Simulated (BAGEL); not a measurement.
# GeH2ClF (SMILES [F][GeH2][Cl]): a chain of runs

Wanted: the energy (HF/def2-SV(P)), then the energy (NEVPT2(2,2)/def2-SV(P)), then the energy (CASPT2(2,2)/def2-SV(P)) of GeH2ClF. 

The results are computed with BAGEL 1.2.2.

1 further run of the same task is left out (set aside as unsound or not needed).

### Step 1. The molecule

GeH2ClF: 5 atoms, total charge 0, spin state singlet. SMILES: `[F][GeH2][Cl]`. The Ge2–Cl3 distance was set to 4.905 Å, away from the relaxed value. At this shape a bond of the SMILES string is far longer than usual.

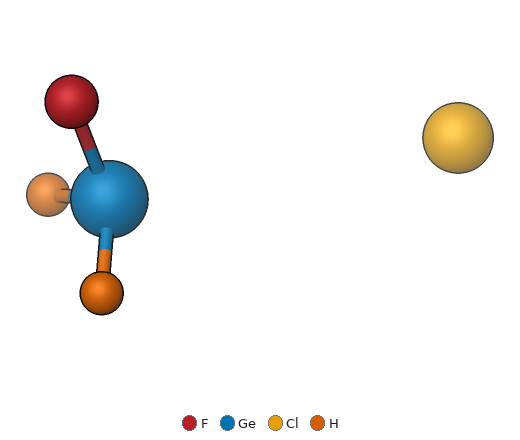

Viewed from a chosen angle; fluorine red, germanium blue, chlorine amber, hydrogen orange.

### Step 2. The energy at HF/def2-SV(P) (density fitting with svp-jkfit) (run 1)

The input, calc.json:

```json
{ "bagel" : [

{
  "title" : "molecule",
  "basis" : "def2-sv_p_.json",
  "df_basis" : "svp-jkfit",
  "geometry" : [
    { "atom" : "F", "xyz" : [     3.30179752,    -4.23734990,     4.60717119 ] },
    { "atom" : "Ge", "xyz" : [     4.02348392,    -3.44593260,     1.51916973 ] },
    { "atom" : "Cl", "xyz" : [    -2.62728623,     2.35252005,    -1.32072959 ] },
    { "atom" : "H", "xyz" : [     3.88685672,    -5.87668731,    -0.03399617 ] },
    { "atom" : "H", "xyz" : [     6.54589035,    -2.04111019,     1.57057028 ] }
  ]
},

{
  "title" : "hf"
},

{
  "title" : "print",
  "file" : "orbitals.molden",
  "orbitals" : "true"
}

]}
```

The basis set def2-SV(P) is read from a file made from the Basis Set Exchange's data (not shown).

The run is started by

```console
$ BAGEL_NUM_THREADS=1 BAGEL calc.json > calc.out
```

What it wrote:

```text
* using 1 threads per process

  ===============================================================
  ===============================================================

  *** Geometry ***

  { "atom" : "F", "xyz" : [      3.301798,     -4.237350,      4.607171 ] },
  { "atom" : "Ge", "xyz" : [      4.023484,     -3.445933,      1.519170 ] },
  { "atom" : "Cl", "xyz" : [     -2.627286,      2.352520,     -1.320730 ] },
  { "atom" : "H", "xyz" : [      3.886857,     -5.876687,     -0.033996 ] },
  { "atom" : "H", "xyz" : [      6.545890,     -2.041110,      1.570570 ] },

  Number of auxiliary basis functions:      507

  Since a DF basis is specified, we compute 2- and 3-index integrals:
    o Being stored without compression. Storage requirement is 0.019 GB

  Number of basis functions:       68
  Number of electrons      :       60

    * METHOD: MOLECULE                             0.35

  *** RHF ***

  === Nuclear Repulsion ===
   190.3622617886

      * DIIS with orbital gradients will be used.

  === RHF iteration (def2-sv_p_.json) ===
      0      -2634.58760434          0.01956729           0.10
      1      -2634.20032948          0.02039718           0.10
      2      -2634.72704524          0.00726136           0.10
[... 20 lines of this table left out ...]
     23      -2634.80967563          0.00000001           0.10
    * SCF iteration converged.

    * Permanent dipole moment:
           (   -3.650013,     2.758095,    -0.544604) a.u.

    * METHOD: HF                                   2.69

    * METHOD: PRINT                                0.02

  ===============================================================
```

It took 3.3 s on 1 thread of Arm Neoverse N1, shared host; peak memory 0.15 GiB.

### Step 3. A single-point energy at NEVPT2(2,2)/def2-SV(P) (density fitting with svp-jkfit) (run 2)

The input, input.json:

```json
{ "bagel": [

{
  "title": "molecule",
  "basis": "def2-sv_p_.json",
  "df_basis": "svp-jkfit",
  "angstrom": false,
  "geometry": [
    { "atom": "F", "xyz": [  3.30179752, -4.23734990,  4.60717119 ] },
    { "atom": "Ge", "xyz": [  4.02348392, -3.44593260,  1.51916973 ] },
    { "atom": "Cl", "xyz": [ -2.62728623,  2.35252005, -1.32072959 ] },
    { "atom": "H", "xyz": [  3.88685672, -5.87668731, -0.03399617 ] },
    { "atom": "H", "xyz": [  6.54589035, -2.04111019,  1.57057028 ] }
  ]
},
{
  "title": "hf"
},
{
  "title": "nevpt2",
  "nstate": 1,
  "nact": 2,
  "nclosed": 29,
  "active": [30, 31],
  "maxiter": 200,
  "natocc": true,
  "ncore": 15
},
{
  "title": "print",
  "file": "orbitals.molden",
  "orbitals": true
}

]}
```

The basis set def2-SV(P) is read from a file made from the Basis Set Exchange's data (not shown).

The run is started by

```console
$ BAGEL_NUM_THREADS=1 BAGEL input.json > input.out
```

What it wrote:

```text
* using 1 threads per process

  ===============================================================
  ===============================================================

  *** Geometry ***

[... 29 lines left out ...]
    * SCF iteration converged.
[... 1 line left out ...]
    * Permanent dipole moment:
[... 28 lines left out ...]
    * Second-order optimization converged. *
[... 9 lines left out ...]
     * ci vector, state   0, <S^2> = 0.0000
       2.    -0.7384173514
       .2     0.6743439887

  === DF-NEVPT2 calculation ===

    * 3-index integral transformation done
    * assembly done

      NEVPT2 correlation energy:   -0.5019946517      0.13

          (+0)     -0.4304349447
          (+0)'    -0.0108061396
          (+1)     -0.0195135526
          (+1)'    -0.0000000000
          (+2)     -0.0000155053
          (-1)     -0.0411939933
          (-1)'     0.0000000000
          (-2)     -0.0000305163

      NEVPT2 total energy:       -2635.4256766426

    * METHOD: NEVPT2                               7.93

    * METHOD: PRINT                                0.02

  ===============================================================
```

Wall time 11 s (1 thread of Arm Neoverse N1, shared host); peak memory 0.15 GiB.

### Step 4. The energy at CASPT2(2,2)/def2-SV(P) (density fitting with svp-jkfit) (run 3)

The input, input.json:

```json
{ "bagel": [

{
  "title": "molecule",
  "basis": "def2-sv_p_.json",
  "df_basis": "svp-jkfit",
  "geometry": [
    { "atom": "F", "xyz": [     3.30179752,    -4.23734990,     4.60717119 ] },
    { "atom": "Ge", "xyz": [     4.02348392,    -3.44593260,     1.51916973 ] },
    { "atom": "Cl", "xyz": [    -2.62728623,     2.35252005,    -1.32072959 ] },
    { "atom": "H", "xyz": [     3.88685672,    -5.87668731,    -0.03399617 ] },
    { "atom": "H", "xyz": [     6.54589035,    -2.04111019,     1.57057028 ] }
  ]
},

{ "title": "hf" },

{ "title": "casscf", "nstate": 1, "nact": 2, "nclosed": 29, "active": [30, 31], "maxiter": 200, "natocc": "true" },

{ "title": "print", "file": "orbitals.molden", "orbitals": "true" },

{ "title": "smith", "method": "caspt2", "ms": "true", "xms": "true", "sssr": "true", "shift": 0.2, "shift_imag": "true", "ncore": 15 }

]}
```

The basis set def2-SV(P) is read from a file made from the Basis Set Exchange's data (not shown).

The run is started by

```console
$ BAGEL_NUM_THREADS=1 BAGEL input.json > input.out
```

What it wrote:

```text
* using 1 threads per process

  ===============================================================
  ===============================================================

  *** Geometry ***

[... 31 lines left out ...]
    * Permanent dipole moment:
[... 37 lines left out ...]
     * ci vector, state   0, <S^2> = 0.0000
[... 21 lines left out ...]
       #      aibj      arbs      arbi      airj      risj      airs      arst      rist         Etot      error   time
[... 7 lines left out ...]
      ------------------------------------------------------------------------------------------------------------------

    * CASPT2 energy : state  0    -2635.4317522961
        w/o shift correction      -2635.4299339790
        reference weight              0.8835673942

    * METHOD: SMITH                                0.52

  ===============================================================
```

It took 12 s on 1 thread of Arm Neoverse N1, shared host; peak memory 0.15 GiB.

### Step 5. Outcome

| quantity | value |
| --- | --- |
| run 1, HF/def2-SV(P): total energy | -2634.80968 Eh |
| run 1, HF/def2-SV(P): dipole moment | 11.71 D |
| run 1, HF/def2-SV(P): HOMO energy | -7.66 eV |
| run 1, HF/def2-SV(P): LUMO energy | -3.77 eV |
| run 1, HF/def2-SV(P): HOMO–LUMO gap | 3.89 eV |
| run 2, NEVPT2(2,2)/def2-SV(P): total energy | -2635.42568 Eh |
| run 3, CASPT2(2,2)/def2-SV(P): total energy | -2635.43175 Eh |

One bond (run 1, HF/def2-SV(P)) is far stretched, which a spin-restricted single reference describes badly; a broken-symmetry solution may lie lower.
